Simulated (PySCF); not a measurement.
**Run report: GaH2SO2, geometry relaxation**

- system: GaH2SO2, multiplicity 2, SMILES [OH][Ga]([OH])[S]
- method: PBE0-D3(BJ)/def2-SVP geometry optimisation, gas phase (PySCF 2.14.0)

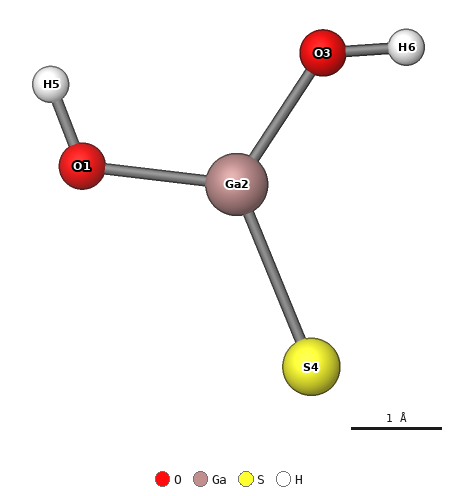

Fig. 1: The starting structure (ball-and-stick view, seen on its broad side; atoms are numbered from 1 in the order of the input). Sticks mark near contacts.

## Results in brief

```tsv
quantity	value
outcome	converged
total energy	−2473.710835 hartree
⟨S²⟩	0.754
dipole moment	1.54 D
point group	Cs
hardware	1 CPU thread, shared host
wall time	66 s
peak memory	0.43 GiB
```

## The input
```
{"job": {"xc": "PBE0", "basis": "def2-SVP", "d3": "d3bj", "grid": 2, "kind": "geom", "shake": 0.01}, "charge": 0, "multiplicity": 2}
O      1.241582     0.987614     0.666404
Ga     0.113960    -0.274022     0.246154
O     -1.044236     0.096267    -1.032654
S      0.239771    -2.214289     1.290986
H      1.171938     1.843277     0.189222
H     -1.701975    -0.470853    -1.383202
```

The first line tells a small driver script what to run in PySCF; the rest is the geometry in Å.

Launch command:
```bash
OMP_NUM_THREADS=1 python <driver script> task.json out
```

## What the program printed
```
step   0  E = -2473.70797852  max force = 0.026921
step   1  E = -2473.71011479  max force = 0.014352
step   2  E = -2473.71064304  max force = 0.003867
step   3  E = -2473.71080524  max force = 0.001856
step   4  E = -2473.71082869  max force = 0.000743
step   5  E = -2473.71083510  max force = 0.000391
optimisation converged
```

## Trajectory as extended XYZ (Å, eV, eV/Å), 6 frames, from step=0 to step=5
```
6
Properties=species:S:1:pos:R:3:forces:R:3 step=0 energy=-67313.02270
O     1.2416    0.9876    0.6664    0.5169   1.3843  -0.1681
Ga    0.1140   -0.2740    0.2462   -0.4308  -0.7682  -0.0888
O    -1.0442    0.0963   -1.0327    0.8271   1.1615   0.2403
S     0.2398   -2.2143    1.2910   -0.0221   0.1952  -0.0995
H     1.1719    1.8433    0.1892   -0.0480  -0.9533   0.4155
H    -1.7020   -0.4708   -1.3832   -0.8431  -1.0196  -0.2992
6
Properties=species:S:1:pos:R:3:forces:R:3 step=1 energy=-67313.08084
O     1.3088    1.0041    0.7177   -0.4053  -0.7380  -0.0235
Ga    0.1315   -0.2694    0.2392    0.2384   0.4323   0.0317
O    -1.0141    0.2037   -1.0530    0.0845  -0.1947   0.1626
S     0.0994   -2.2463    1.1830    0.0226   0.0284   0.0021
H     1.1254    1.7759    0.1794    0.0457   0.3779  -0.1422
H    -1.6298   -0.5000   -1.2894    0.0140   0.0942  -0.0308
6
Properties=species:S:1:pos:R:3:forces:R:3 step=2 energy=-67313.09521
O     1.3000    0.9895    0.7170   -0.1988  -0.0758  -0.1410
Ga    0.1260   -0.2608    0.2353    0.0731   0.1268   0.0042
O    -1.0198    0.1938   -1.0543    0.0199  -0.0814   0.0545
S     0.1048   -2.2352    1.1815    0.0172  -0.0071   0.0200
H     1.1474    1.7863    0.1923    0.0903  -0.0104   0.0852
H    -1.6371   -0.5056   -1.2948   -0.0017   0.0480  -0.0230
6
Properties=species:S:1:pos:R:3:forces:R:3 step=3 energy=-67313.09962
O     1.2911    0.9811    0.7155   -0.0003   0.0954  -0.0409
Ga    0.1207   -0.2556    0.2283   -0.0485  -0.0522  -0.0216
O    -1.0284    0.1829   -1.0590    0.0005   0.0028  -0.0034
S     0.1129   -2.2262    1.1850    0.0155  -0.0062   0.0176
H     1.1744    1.7961    0.2112    0.0381  -0.0455   0.0554
H    -1.6494   -0.5103   -1.3041   -0.0054   0.0056  -0.0071
6
Properties=species:S:1:pos:R:3:forces:R:3 step=4 energy=-67313.10026
O     1.2878    0.9798    0.7154    0.0162   0.0382   0.0008
Ga    0.1173   -0.2559    0.2254   -0.0380  -0.0331  -0.0203
O    -1.0322    0.1793   -1.0624    0.0040   0.0154  -0.0057
S     0.1180   -2.2242    1.1889    0.0135   0.0034   0.0107
H     1.1856    1.8003    0.2193    0.0065  -0.0199   0.0146
H    -1.6551   -0.5113   -1.3095   -0.0023  -0.0039  -0.0002
6
Properties=species:S:1:pos:R:3:forces:R:3 step=5 energy=-67313.10044
O     1.2856    0.9789    0.7163    0.0103  -0.0073   0.0162
Ga    0.1148   -0.2567    0.2235   -0.0201  -0.0090  -0.0143
O    -1.0338    0.1785   -1.0651    0.0052   0.0122  -0.0029
S     0.1228   -2.2225    1.1923    0.0101   0.0052   0.0064
H     1.1895    1.8008    0.2228   -0.0057   0.0030  -0.0072
H    -1.6575   -0.5111   -1.3129    0.0003  -0.0041   0.0017
```

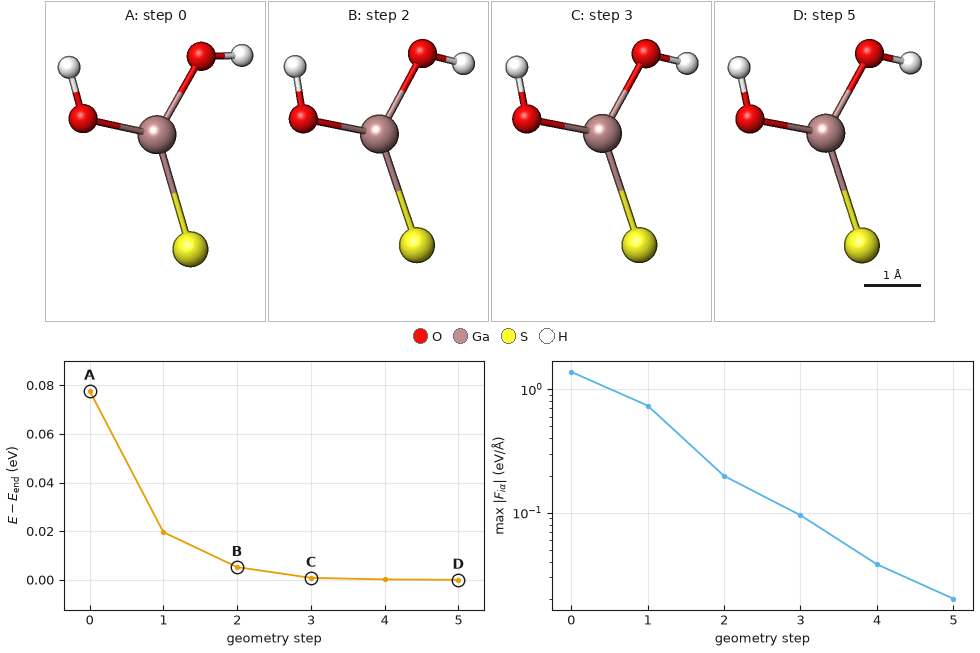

Fig. 2: Frames of the relaxation (ball-and-stick view, seen at a tilt) above the curves, on which the letters mark them (steps are counted from 0).

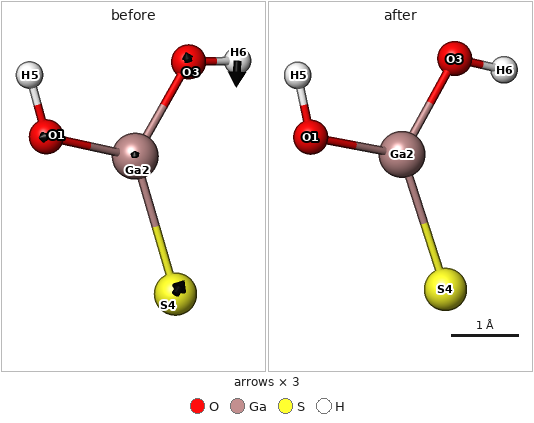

Fig. 3: Before (left) and after (right) the relaxation, at one scale (ball-and-stick view, seen at a tilt). The black arrows give the displacements, magnified 3 times. After 5 geometry steps the energy has fallen by 0.078 eV. Largest force component: 1.4 eV/Å at the start, 0.02 eV/Å at the end. The largest move after the best rigid fit is that of H6, 0.14 Å. By element the largest moves are H 0.14 Å, S 0.09 Å, O 0.05 Å, Ga 0.03 Å. Among the contacts that change: O1–Ga2 1.744 → 1.772 Å, O3–H6 0.937 → 0.962 Å, O1–H5 0.982 → 0.964 Å, Ga2–S4 2.207 → 2.192 Å. Among the angles that change: Ga2–O3–H6 127.2° → 115.4°, Ga2–O1–H5 117.9° → 112.7°. (Atoms are counted from 1 in the order of the input.)
